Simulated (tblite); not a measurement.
Geometry relaxation, with input and output: C6H8AlFO2 (part 2 of 3)

C6H8AlFO2; GFN2-xTB geometry optimisation, gas phase (tblite 0.8.0). It belongs to a series of runs on one base structure; here: CH2 inserted into a O-C bond.

Geometry of the input (Å):
```
C  2.9741  0.9156  -0.6453
C  2.2530  -0.0681  -0.1137
C  0.8248  0.0426  0.1890
O  0.2180  1.1440  -0.0941
Al -1.5558  1.6175  0.2877
O  -2.6636  0.1609  -0.0320
C  -1.9354  -0.9098  -0.5833
C  -1.0658  -1.5742  0.4639
F  -1.5241  -2.7197  1.0426
C  0.1401  -1.1300  0.8045
H  4.0184  0.7809  -0.8410
H  2.5071  1.8646  -0.8963
H  2.7602  -1.0001  0.1382
H  -1.6689  2.0271  1.8161
H  -1.9886  2.8577  -0.6399
H  -2.6766  -1.6595  -0.9260
H  -1.3487  -0.6119  -1.4760
H  0.7229  -1.7312  1.4939
```

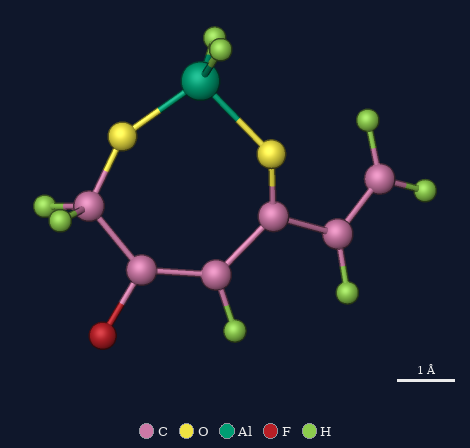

**Figure 1.** The geometry at step 84 of the log (ball-and-stick view, seen at a tilt).

Trajectory as extended XYZ, continued
```
18
Properties=species:S:1:pos:R:3:forces:R:3 step=46 energy=-840.84066
C     2.8765    1.0891   -0.4725    0.0360   0.0130   0.0150
C     2.2779    0.0608    0.1239   -0.0020   0.0350   0.0420
C     0.8376    0.0664    0.3961   -0.0350   0.0300  -0.0320
O     0.2248    1.1434    0.5022   -0.0110   0.0550  -0.0120
Al   -1.4368    1.7849    0.1087   -0.0460   0.1080  -0.1050
O    -2.1102    0.3567   -0.4984   -0.0240   0.1200   0.1000
C    -2.2078   -0.9960   -0.3778    0.0120  -0.1390  -0.0030
C    -1.0046   -1.6555    0.2141    0.0330  -0.0210   0.0300
F    -1.2017   -2.9776    0.3737   -0.1350  -0.1400  -0.0260
C     0.2394   -1.2407    0.5234    0.0060   0.0080  -0.0980
H     3.9342    1.0879   -0.6758   -0.0320   0.0090  -0.0480
H     2.3057    1.9483   -0.7915    0.0280  -0.0160   0.0710
H     2.8219   -0.8331    0.3942    0.0180   0.0260  -0.0120
H    -1.9588    2.1566    1.5106    0.0100   0.1320   0.0350
H    -1.0879    2.7806   -1.0298    0.0600  -0.0920   0.0450
H    -3.0832   -1.2751    0.2369    0.0850  -0.0500  -0.0020
H    -2.3583   -1.4636   -1.3701   -0.0060  -0.0330  -0.0150
H     0.9226   -2.0268    0.8206    0.0030  -0.0470   0.0150
18
Properties=species:S:1:pos:R:3:forces:R:3 step=52 energy=-840.87019
C     2.8915    1.1092   -0.4378   -0.0430  -0.0180  -0.0250
C     2.2798    0.0823    0.1489   -0.0160   0.0160  -0.0500
C     0.8309    0.0638    0.4045   -0.0110  -0.0660  -0.0790
O     0.1980    1.1240    0.5495   -0.0030   0.0400   0.0000
Al   -1.4490    1.8017    0.0857   -0.0280  -0.1000   0.0730
O    -2.1413    0.3478   -0.4554    0.0210   0.0640   0.0780
C    -2.2287   -1.0098   -0.3293    0.1210   0.1110   0.0720
C    -1.0012   -1.6781    0.1923    0.0650   0.0290  -0.1030
F    -1.2164   -3.0068    0.2867    0.1270  -0.0270   0.0500
C     0.2549   -1.2643    0.4588   -0.0770  -0.0490   0.0250
H     3.9443    1.1080   -0.6695   -0.0420  -0.0750   0.0720
H     2.3365    1.9762   -0.7531   -0.0960   0.0700   0.0630
H     2.8219   -0.8177    0.4014    0.0230   0.0080   0.0180
H    -2.0394    2.3021    1.4334    0.0950   0.0330  -0.1230
H    -0.9604    2.7134   -1.0660    0.0160  -0.0490  -0.0250
H    -3.0488   -1.2884    0.3498   -0.1080  -0.0440   0.0010
H    -2.4314   -1.4941   -1.3020   -0.0800   0.0480  -0.0640
H     0.9500   -2.0629    0.6905    0.0340   0.0090   0.0180
18
Properties=species:S:1:pos:R:3:forces:R:3 step=58 energy=-840.89472
C     2.8739    1.1327   -0.4153   -0.0070   0.0000   0.0320
C     2.2647    0.0926    0.1455    0.0160  -0.0340   0.0250
C     0.8193    0.0548    0.3927    0.0050   0.0050   0.1140
O     0.1872    1.1093    0.5849   -0.0080  -0.0250  -0.0240
Al   -1.4383    1.7974    0.0808    0.0350   0.0420  -0.0110
O    -2.1727    0.3410   -0.3730    0.0510  -0.0650   0.0480
C    -2.2421   -1.0214   -0.2840   -0.0950  -0.0160  -0.0570
C    -0.9891   -1.7010    0.1562   -0.1320  -0.0240   0.0590
F    -1.1820   -3.0363    0.2323    0.0510   0.0480  -0.0410
C     0.2632   -1.2809    0.4159   -0.0220   0.0100  -0.0450
H     3.9259    1.0958   -0.6361    0.0410   0.1120   0.0050
H     2.3291    2.0208   -0.6913   -0.0290  -0.0220  -0.0160
H     2.8216   -0.7967    0.4030   -0.0130  -0.0490  -0.0690
H    -2.0518    2.4601    1.3263    0.0380  -0.0140   0.0250
H    -0.8462    2.6187   -1.0941   -0.0070  -0.0600  -0.0870
H    -3.0440   -1.3293    0.4113    0.0430   0.0030   0.0280
H    -2.5027   -1.4731   -1.2620    0.0120   0.0600  -0.0190
H     0.9754   -2.0782    0.5951    0.0240   0.0290   0.0320
18
Properties=species:S:1:pos:R:3:forces:R:3 step=65 energy=-840.91265
C     2.8554    1.1430   -0.3919    0.0070   0.0500   0.0630
C     2.2587    0.0862    0.1538    0.0210  -0.0270  -0.0840
C     0.8121    0.0509    0.4050    0.0590   0.0320  -0.0120
O     0.1899    1.1104    0.5956    0.0530  -0.0040   0.0160
Al   -1.4167    1.7976    0.0724    0.0110   0.0320  -0.0110
O    -2.1778    0.3357   -0.2974   -0.0150  -0.0760  -0.0270
C    -2.2566   -1.0290   -0.2705   -0.0260  -0.0380  -0.0030
C    -0.9974   -1.7159    0.1477    0.0120   0.0020  -0.0240
F    -1.1524   -3.0571    0.1961   -0.0900   0.0830  -0.0500
C     0.2505   -1.2815    0.4061    0.0590   0.0260   0.0560
H     3.9092    1.1536   -0.6127   -0.0090  -0.0220   0.0040
H     2.2943    2.0271   -0.6496   -0.0500  -0.0150   0.0350
H     2.8103   -0.8198    0.3641    0.0110   0.0340  -0.0030
H    -1.9876    2.5329    1.2928    0.0060   0.0080   0.0270
H    -0.8077    2.5269   -1.1594   -0.0320  -0.0400  -0.0420
H    -3.0477   -1.3666    0.4234   -0.0090   0.0140  -0.0220
H    -2.5231   -1.4226   -1.2723    0.0300  -0.0120   0.0780
H     0.9778   -2.0654    0.5852   -0.0380  -0.0460   0.0000
18
Properties=species:S:1:pos:R:3:forces:R:3 step=72 energy=-840.92143
C     2.8484    1.1613   -0.3693   -0.0090  -0.0090   0.0030
C     2.2642    0.0794    0.1394   -0.0030  -0.0010   0.0500
C     0.8213    0.0441    0.4085    0.0070   0.0010  -0.0270
O     0.2074    1.1083    0.6044   -0.0370  -0.0420  -0.0230
Al   -1.4024    1.7960    0.0654    0.0280  -0.0100   0.0200
O    -2.1853    0.3370   -0.2643   -0.0350   0.0170  -0.0540
C    -2.2626   -1.0248   -0.2530   -0.0170  -0.0280   0.0080
C    -0.9991   -1.7097    0.1433    0.0180  -0.0290  -0.0130
F    -1.1644   -3.0490    0.1487   -0.0050  -0.0270   0.0180
C     0.2518   -1.2862    0.4088    0.0210   0.0180   0.0250
H     3.9012    1.1876   -0.5939   -0.0260   0.0200  -0.0060
H     2.2615    2.0367   -0.6028    0.0350  -0.0100   0.0380
H     2.8186   -0.8269    0.3386    0.0250   0.0280  -0.0410
H    -1.9581    2.5768    1.2660    0.0210   0.0100  -0.0020
H    -0.8002    2.4514   -1.2107   -0.0170   0.0080  -0.0140
H    -3.0483   -1.3782    0.4393   -0.0060   0.0380   0.0120
H    -2.5330   -1.4156   -1.2534    0.0110   0.0190   0.0170
H     0.9703   -2.0818    0.5732   -0.0130  -0.0040  -0.0120
18
Properties=species:S:1:pos:R:3:forces:R:3 step=78 energy=-840.92565
C     2.8418    1.1728   -0.3506   -0.0020   0.0080   0.0010
C     2.2684    0.0792    0.1453   -0.0020   0.0000  -0.0170
C     0.8251    0.0321    0.4096   -0.0020  -0.0060   0.0050
O     0.1998    1.0919    0.5969    0.0340  -0.0080  -0.0020
Al   -1.3930    1.7926    0.0575   -0.0340  -0.0020  -0.0300
O    -2.1901    0.3404   -0.2832    0.0030   0.0080   0.0070
C    -2.2671   -1.0218   -0.2454    0.0150   0.0250  -0.0040
C    -1.0013   -1.7105    0.1423    0.0170   0.0020   0.0310
F    -1.1694   -3.0496    0.1359   -0.0170  -0.0160   0.0260
C     0.2533   -1.2953    0.4093    0.0150  -0.0280  -0.0170
H     3.8910    1.2079   -0.5886   -0.0120   0.0250   0.0080
H     2.2485    2.0482   -0.5593    0.0130   0.0380   0.0160
H     2.8412   -0.8207    0.3127   -0.0400  -0.0390   0.0100
H    -1.9239    2.5918    1.2613    0.0270  -0.0150  -0.0280
H    -0.8090    2.4256   -1.2401   -0.0040   0.0160   0.0200
H    -3.0502   -1.3560    0.4594    0.0220  -0.0020  -0.0110
H    -2.5404   -1.4249   -1.2386   -0.0410  -0.0100  -0.0060
H     0.9666   -2.0975    0.5638    0.0080   0.0040  -0.0100
18
Properties=species:S:1:pos:R:3:forces:R:3 step=84 energy=-840.92863
C     2.8333    1.1895   -0.3290    0.0110  -0.0110   0.0020
C     2.2678    0.0805    0.1426   -0.0070  -0.0050  -0.0140
C     0.8265    0.0211    0.4082   -0.0230  -0.0020  -0.0210
O     0.1969    1.0775    0.5973   -0.0190   0.0080  -0.0030
Al   -1.3860    1.7886    0.0397    0.0240   0.0200  -0.0270
O    -2.1895    0.3393   -0.2946    0.0160  -0.0140   0.0050
C    -2.2684   -1.0224   -0.2386   -0.0010   0.0060   0.0060
C    -1.0017   -1.7173    0.1445   -0.0150   0.0130  -0.0430
F    -1.1806   -3.0558    0.1363    0.0130   0.0240   0.0280
C     0.2584   -1.3087    0.4001   -0.0270  -0.0030  -0.0180
H     3.8790    1.2359   -0.5775    0.0250   0.0060   0.0240
H     2.2418    2.0732   -0.5093   -0.0160  -0.0140   0.0200
H     2.8359   -0.8256    0.2931    0.0120  -0.0030  -0.0280
H    -1.8830    2.6105    1.2391   -0.0180  -0.0110   0.0010
H    -0.8032    2.4092   -1.2634    0.0060   0.0070   0.0120
H    -3.0428   -1.3416    0.4811    0.0020  -0.0210   0.0210
H    -2.5670   -1.4359   -1.2217    0.0240  -0.0070   0.0280
H     0.9737   -2.1117    0.5403   -0.0090   0.0070   0.0090
18
Properties=species:S:1:pos:R:3:forces:R:3 step=91 energy=-840.93290
C     2.8303    1.2112   -0.2844    0.0100   0.0130   0.0310
C     2.2686    0.0758    0.1247    0.0140   0.0100  -0.0110
C     0.8267    0.0046    0.3848    0.0140   0.0020  -0.0150
O     0.1939    1.0547    0.5988   -0.0060   0.0230  -0.0410
Al   -1.3663    1.7888   -0.0024   -0.0100  -0.0260   0.0300
O    -2.1821    0.3379   -0.3065   -0.0040  -0.0180  -0.0030
C    -2.2761   -1.0193   -0.2055   -0.0100  -0.0330  -0.0020
C    -1.0048   -1.7253    0.1304   -0.0140   0.0040   0.0360
F    -1.1925   -3.0619    0.1355   -0.0020   0.0110  -0.0140
C     0.2622   -1.3246    0.3576   -0.0060   0.0120   0.0210
H     3.8776    1.2860   -0.5187    0.0170  -0.0170   0.0080
H     2.2291    2.0973   -0.4133   -0.0060   0.0020  -0.0030
H     2.8413   -0.8337    0.2329   -0.0100  -0.0040  -0.0300
H    -1.8812    2.6319    1.1743   -0.0070   0.0040   0.0000
H    -0.7686    2.3864   -1.3070    0.0210   0.0040   0.0020
H    -3.0113   -1.3121    0.5656   -0.0190   0.0170   0.0090
H    -2.6315   -1.4602   -1.1558   -0.0080  -0.0020  -0.0210
H     0.9759   -2.1312    0.4772    0.0260  -0.0030   0.0030
18
Properties=species:S:1:pos:R:3:forces:R:3 step=98 energy=-840.93587
C     2.8387    1.2238   -0.2529    0.0020  -0.0020   0.0020
C     2.2714    0.0729    0.1032   -0.0020  -0.0080  -0.0360
C     0.8288    0.0006    0.3565    0.0220  -0.0010   0.0250
O     0.1955    1.0530    0.5611    0.0060   0.0080   0.0010
Al   -1.3681    1.7819   -0.0213    0.0000   0.0030   0.0190
O    -2.1897    0.3321   -0.3115   -0.0070   0.0200  -0.0190
C    -2.2847   -1.0234   -0.1888    0.0130   0.0030   0.0060
C    -1.0085   -1.7261    0.1379    0.0030  -0.0100   0.0150
F    -1.1998   -3.0617    0.1488    0.0070  -0.0240   0.0040
C     0.2630   -1.3282    0.3475   -0.0090   0.0140  -0.0290
H     3.8888    1.3068   -0.4740   -0.0180  -0.0040   0.0020
H     2.2309    2.1099   -0.3525    0.0470   0.0150   0.0150
H     2.8373   -0.8446    0.1687    0.0000   0.0060   0.0040
H    -1.8804    2.6352    1.1477   -0.0100  -0.0020   0.0180
H    -0.7505    2.3807   -1.3148   -0.0010  -0.0010  -0.0380
H    -3.0070   -1.2949    0.6015   -0.0230  -0.0260  -0.0060
H    -2.6547   -1.4775   -1.1276   -0.0140  -0.0040   0.0060
H     0.9802   -2.1342    0.4588   -0.0170   0.0130   0.0110
18
Properties=species:S:1:pos:R:3:forces:R:3 step=104 energy=-840.93794
C     2.8505    1.2274   -0.2367    0.0250   0.0200   0.0040
C     2.2733    0.0684    0.0738   -0.0100   0.0000   0.0400
C     0.8315    0.0016    0.3321   -0.0070   0.0090  -0.0150
O     0.2007    1.0588    0.5230    0.0090  -0.0050   0.0250
Al   -1.3728    1.7791   -0.0302   -0.0060   0.0040  -0.0180
O    -2.1945    0.3287   -0.3272    0.0120   0.0220   0.0170
C    -2.2888   -1.0260   -0.1870   -0.0140   0.0030   0.0010
C    -1.0135   -1.7254    0.1492    0.0110   0.0050  -0.0070
F    -1.2042   -3.0614    0.1831   -0.0030   0.0030   0.0120
C     0.2593   -1.3245    0.3437    0.0130   0.0040   0.0150
H     3.9012    1.3133   -0.4495    0.0190  -0.0250  -0.0110
H     2.2560    2.1252   -0.3002    0.0080   0.0090   0.0040
H     2.8347   -0.8532    0.1181   -0.0140   0.0040  -0.0220
H    -1.8735    2.6129    1.1625    0.0060  -0.0120  -0.0190
H    -0.7654    2.3916   -1.3279   -0.0340  -0.0160   0.0060
H    -3.0159   -1.2891    0.6016   -0.0030  -0.0150   0.0260
H    -2.6614   -1.4921   -1.1178   -0.0010  -0.0090  -0.0430
H     0.9741   -2.1290    0.4777   -0.0080   0.0000  -0.0160
18
Properties=species:S:1:pos:R:3:forces:R:3 step=110 energy=-840.94127
C     2.8794    1.2285   -0.2207   -0.0110  -0.0250   0.0030
C     2.2714    0.0733    0.0481    0.0010  -0.0020   0.0000
C     0.8306    0.0155    0.3094   -0.0090   0.0110   0.0210
O     0.2019    1.0756    0.4924    0.0010   0.0110  -0.0050
Al   -1.3904    1.7758   -0.0302    0.0050  -0.0140  -0.0040
O    -2.2202    0.3272   -0.2989    0.0100  -0.0400   0.0100
C    -2.2965   -1.0320   -0.1883   -0.0040  -0.0050  -0.0040
C    -1.0170   -1.7176    0.1636   -0.0070   0.0020  -0.0030
F    -1.2045   -3.0536    0.2338    0.0020   0.0240  -0.0040
C     0.2550   -1.3099    0.3470    0.0090  -0.0060  -0.0030
H     3.9321    1.2844   -0.4366    0.0020  -0.0040  -0.0020
H     2.3168    2.1491   -0.2464    0.0070  -0.0310   0.0170
H     2.8102   -0.8630    0.0475    0.0110   0.0160  -0.0030
H    -1.8624    2.6053    1.1737   -0.0030   0.0190  -0.0030
H    -0.8106    2.3714   -1.3458   -0.0270   0.0130  -0.0040
H    -3.0341   -1.3268    0.5810    0.0040   0.0160  -0.0270
H    -2.6362   -1.4821   -1.1415   -0.0070  -0.0020   0.0290
H     0.9657   -2.1148    0.5004    0.0140   0.0180  -0.0160
18
Properties=species:S:1:pos:R:3:forces:R:3 step=117 energy=-840.94286
C     2.8944    1.2338   -0.1803    0.0090   0.0100   0.0060
C     2.2725    0.0735    0.0242   -0.0100  -0.0100  -0.0170
C     0.8315    0.0166    0.2856   -0.0030   0.0080   0.0130
O     0.2036    1.0778    0.4684   -0.0040   0.0170  -0.0110
Al   -1.3928    1.7709   -0.0528   -0.0030  -0.0030  -0.0030
O    -2.2281    0.3207   -0.2926    0.0010  -0.0080  -0.0070
C    -2.3054   -1.0361   -0.1669   -0.0090  -0.0070   0.0110
C    -1.0202   -1.7174    0.1705    0.0050   0.0030  -0.0220
F    -1.2061   -3.0523    0.2515    0.0130  -0.0060  -0.0040
C     0.2556   -1.3079    0.3273   -0.0130   0.0020  -0.0070
H     3.9473    1.2896   -0.3935    0.0120  -0.0100  -0.0080
H     2.3460    2.1614   -0.1474   -0.0160   0.0010   0.0120
H     2.8051   -0.8635   -0.0348   -0.0020  -0.0280   0.0200
H    -1.8552    2.6229    1.1392    0.0000   0.0120   0.0030
H    -0.8295    2.3462   -1.3839   -0.0160   0.0120  -0.0030
H    -3.0329   -1.3207    0.6147    0.0050   0.0080   0.0150
H    -2.6656   -1.4985   -1.1064    0.0190   0.0060   0.0020
H     0.9709   -2.1106    0.4655    0.0110  -0.0070   0.0010
```
